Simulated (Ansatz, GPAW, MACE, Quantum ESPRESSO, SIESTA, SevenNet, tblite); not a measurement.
# GPAW runs on generalised stacking fault on (110) of a LiCl-LiBr solid solution (56 atoms), part 2 of 2

Aim: run generalised stacking fault on (110) of a LiCl-LiBr solid solution (56 atoms) in GPAW and see how near its forces come to a plane-wave reference, and at what cost.

Program: GPAW 26.7.0; the method stands at each step. Banners, paths, timers and routine set-up lines are dropped from the logs unmarked, and long logs keep their key lines alone; longer cuts are marked.

So far. Step 3 (PBE, LCAO dzp, h 0.2 Å, other mixer settings): Against the first run (23 %), the force difference from the reference is 23 %, at 1.4 times the CPU time (11 SCF steps against 7): another solver or mixer reaches the same state. Step 4 (PBE, LCAO sz(dzp), h 0.2 Å): Against the first run (23 %), the force difference from the reference is 30 %, at 0.39 times the CPU time, with 140 basis functions against 504: the smaller basis costs accuracy.

## (5) PBE, grid h 0.2 Å

Method: Kohn-Sham DFT, PBE, PAW, finite differences on a real-space grid.

Input file run.py:

```python
import numpy as np
from ase.io import read
from gpaw import GPAW, FermiDirac
from ase.parallel import parprint as print

atoms = read("structure.xyz")
atoms.calc = GPAW(
    mode="fd",
    h=0.2,
    xc="PBE",
    kpts={"size": (1, 1, 1), "gamma": True},
    occupations=FermiDirac(0.05),
    maxiter=200,
    symmetry={"point_group": False},
    nbands=171,
    txt="gpaw.txt",
)
energy = atoms.get_potential_energy(force_consistent=True)
forces = atoms.get_forces()
print(f"energy {energy:.6f} eV")
print("forces (eV/A)")
for i, (a, f) in enumerate(zip(atoms, forces)):
    print(f"{i:4d} {a.symbol:2s} {f[0]:10.5f} {f[1]:10.5f} {f[2]:10.5f}")
print(f"Fermi level {atoms.calc.get_fermi_level():.4f} eV")
for k in range(len(atoms.calc.get_ibz_k_points())):
    for s in range(atoms.calc.get_number_of_spins()):
        e = atoms.calc.get_eigenvalues(kpt=k, spin=s)
        n = np.searchsorted(e, atoms.calc.get_fermi_level())
        print(f"k {k} spin {s} levels about the Fermi level:", np.round(e[max(n - 6, 0):n], 4).tolist(), "|", np.round(e[n:n + 6], 4).tolist())
```

Input file structure.xyz:

```xyz
56
Lattice="7.44767 0.00000 0.00000 0.00000 5.26630 0.00000 0.62061 0.00000 26.26686" Properties=species:S:1:pos:R:3 pbc="T T T"
[... 56 atom lines left out: the same atoms as in the first run ...]
```

Launch:

```bash
> OMP_NUM_THREADS=1 mpirun -np 2 gpaw python run.py > output.txt
```

The program printed:

```text
energy -197.929572 eV
forces (eV/A)
   0 Li    0.24626   -0.00484   -0.64226
   1 Br   -0.21228   -0.10728    0.24673
   2 Li    0.00423    0.01522    0.17468
   3 Cl    0.07228   -0.03472    0.06391
   4 Li   -0.18609   -0.00340   -0.20600
   5 Cl    0.01854    0.02465   -0.05397
   6 Li   -0.16748   -0.02826    0.04430
   7 Cl    0.02303    0.01754    0.10356
   8 Li   -0.02274   -0.02304    0.04409
   9 Cl    0.04404   -0.06981    0.00129
  10 Li   -0.05275    0.02368    0.01067
  11 Cl   -0.03893   -0.03420   -0.10786
  12 Li    0.01153   -0.01903    0.02246
  13 Cl    0.00863   -0.00078    0.20877
  14 Li    0.26862   -0.07216   -0.64549
  15 Br   -0.48156   -0.06102    0.28659
  16 Li    0.02285   -0.06170    0.27020
  17 Cl    0.00926   -0.03120    0.03625
  18 Li    0.17343    0.06519   -0.19223
  19 Br   -0.04319    0.05269    0.00953
  20 Li    0.17673    0.00398    0.09972
  21 Cl   -0.05360   -0.00467    0.07922
  22 Li   -0.04637    0.00815    0.03349
  23 Cl   -0.00104   -0.06072   -0.04225
[...]
48 Li    0.02330    0.01344    0.19957
  49 Cl    0.14571    0.03311   -0.02598
  50 Li    0.11739    0.00736   -0.11806
  51 Br    0.03631    0.14001   -0.11338
  52 Li    0.29409   -0.01436    0.08352
  53 Br    0.05756    0.02568    0.05887
  54 Li    0.22173   -0.02218   -0.01721
  55 Br    0.29648    0.14442   -0.28637
Fermi level 3.5682 eV
k 0 spin 0 levels about the Fermi level: [0.7408, 0.7937, 0.8317, 0.8378, 0.857, 1.06] | [6.4624, 6.8725, 6.9553, 7.7157, 7.7707, 7.7853]
```

gpaw.txt:

```text
Input parameters:
  mode=FD(),
  h=0.2,
  kpts=MonkhorstPack(size=(1, 1, 1), gamma=True),
  maxiter=200,
  nbands=171,
  occupations=Occupations(name='fermi-dirac', width=0.05, fixmagmom=False),
  symmetry=Symmetry(point_group=False),
  xc=XC(name='PBE')
Diagonalizing LCAO Hamiltonian
Converting LCAO to fd mode
Unit cell  # Å
[... lines left out ...]
  Converge bands: occupied
[... lines left out ...]
  Fermi-Dirac:
[... lines left out ...]
convergence criteria:
- Maximum [total energy] change in last 3 cyles: 0.0005 eV / valence electron
[... lines left out ...]
Converged in 13 steps
[... lines left out ...]
  Coulomb:        -240.665444
  Zero:              3.642934
  External:          0.000000
  Xc:             -190.452985
  Entropy:          -0.000000
  Spinorbit:         0.000000
  ----------------------------
  Free energy:    -197.929572
  Extrapolated:   -197.929572
dipole moment: (131.678708, -44.816047, 173.390845)  # |e|*Ang
Fermi level: 3.568
Eigenvalues  # (at kpt = [0.000, 0.000, 0.000])
| band index |      eig [eV] | occ [0-2] |
|------------|---------------|-----------|
|          0 |       -12.740 |     2.000 |
|        ... |               |           |
|        104 |         0.628 |     2.000 |
|        105 |         0.657 |     2.000 |
[...]
|        119 |         7.914 |     0.000 |
|        ... |               |           |
|        170 |        11.128 |     0.000 |
Gap: 5.402 eV
Transition (v -> c):
  (s=0, k=0, n=111, [0.00, 0.00, 0.00]) -> (s=0, k=0, n=112, [0.00, 0.00, 0.00])
No difference between direct/indirect transitions
Force computation time: 2.508  # s
```

Run time: 82 s. Hardware: 2 MPI ranks of Arm Neoverse V1, shared host; peak memory 1.5 GiB.

Numbers from this run, and their distance from the reference:

- r.m.s. force component: 0.1378 eV/Å
- r.m.s. difference of force components: 14.15 meV/Å
- longest difference of force vectors: 56.65 meV/Å
- force difference over r.m.s. force: 10.72 %
- slope of forces against the reference's: 1.04
- correlation of force components: 0.9955
- gap (highest filled to lowest empty level): 5.402 eV
- gap difference: -0.0035 eV

Against the first run (23 %), the force difference from the reference is 11 %, at 2.5 times the CPU time (on 2 against 1 cores) (13 SCF steps against 7).

## (6) All runs compared

Differences are against the plane-wave reference, forces as r.m.s. over components; share is that over the reference's r.m.s. force, slope the least-squares factor from reference forces to these. Total energies of different programs have different zeros and aren't compared.

```
                                              run  Δ force, r.m.s. (meV/Å)  share (%)  slope  Δ gap (eV)  cores  CPU time  memory (GiB)
                                        reference                        -          -      -           -      2   7.4 min           1.9
                      GPAW PBE, LCAO dzp, h 0.2 Å                     30.8       23.4  1.204      -0.052      1      66 s           1.0
GPAW PBE, LCAO dzp, h 0.2 Å, other mixer settings                     30.7       23.3  1.203      -0.052      1      90 s          0.95
         GPAW PBE, LCAO sz(dzp), h 0.2 Å (coarse)                     39.2       29.7  1.244      -0.774      1      26 s           0.8
                           GPAW PBE, grid h 0.2 Å                     14.1       10.7  1.040     -0.0035      2   2.7 min           1.5
```

Rows marked coarse were listed beforehand as settings not expected to be converged; some can still land near the reference.

CPU time is summed over cores on a shared host, where runs went side by side, so it is rough. Symmetry, cutoffs, thresholds, outputs and thread counts weren't matched or tuned between programs; memory under MPI is the largest rank's times the ranks.

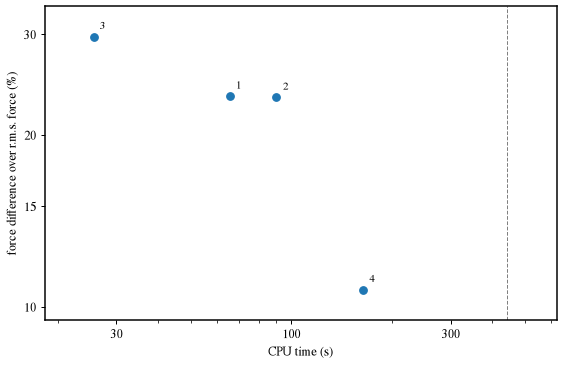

Force difference against CPU time; the dashed line marks the reference's time. Points: 1 GPAW PBE, LCAO dzp, h 0.2 Å; 2 GPAW PBE, LCAO dzp, h 0.2 Å, other mixer settings; 3 GPAW PBE, LCAO sz(dzp), h 0.2 Å; 4 GPAW PBE, grid h 0.2 Å.

Within one program, basis, potentials and functional, energies share a zero. Each run against its twin at the usual cutoff or grid and solver:

```
                                              run               twin  Δ energy (meV/atom)  Δ force, r.m.s. (meV/Å)  CPU time over the twin's
GPAW PBE, LCAO dzp, h 0.2 Å, other mixer settings  LCAO dzp, h 0.2 Å                    0                    0.685                       1.4
```

## (7) Outcome

* nearest in forces: GPAW PBE, grid h 0.2 Å, 11 %
* its CPU time: 2.7 min

In words: PBE on plane waves or a grid with other potentials, cutoffs or grids, coarse settings apart, differs from the reference by 11 % (GPAW PBE, grid h 0.2 Å) of the r.m.s. force; potentials, valence shells or grid differ, and the table alone doesn't part them. The PBE runs in local orbitals, coarse settings apart, differ by 23 % in each run; basis, grid and potentials can all enter. Runs with settings chosen to be coarse differ by 30 % (GPAW PBE, LCAO sz(dzp), h 0.2 Å), their programs' other errors included. Of the electronic-structure runs that take under half the reference's CPU time, GPAW PBE, grid h 0.2 Å comes nearest, at 11 % in 2.7 min against 7.4 min. GPAW PBE, LCAO sz(dzp), h 0.2 Å stiffens the forces by a factor of 1.24 while following their directions (correlation 0.991); the slopes of the 4 GPAW runs lie between 1.04 and 1.24. At the same functional, gaps differ from the reference's 5.41 eV by between -0.77 and -0.00 eV. These are spacings on the run's k-points, which needn't hold the band edges. The potentials hold different valence shells: 280 electrons in the reference, 224 in GPAW; this bears on time and differences. The cell is under 6 Å thick along one periodic direction, so every atom has periodic images of itself close by, which move with it and show among its neighbours and in g(r). The reference's stress is far from hydrostatic: its diagonal is 3.1, -3.0, -0.5 GPa, compression counted positive. The host structure and its lattice constant were typed by rule, without a check against the phase diagram. The electronic-structure runs sample only Γ, in a cell whose shortest periodic width is 5 Å.

[Also dropped from logs without a mark: logging warnings of Python, and SIESTA's first energy breakdown and zero terms.]

[Logs are printed without paths, hosts, clocks, repeated set-up lines and the standing remarks that a program may print on its own settings, such as how far it seeks lower states.]

[Hosts, paths, dates, database ids (printed as entryN), source tags and the programs' standing remarks are cut or masked in the printed files.]
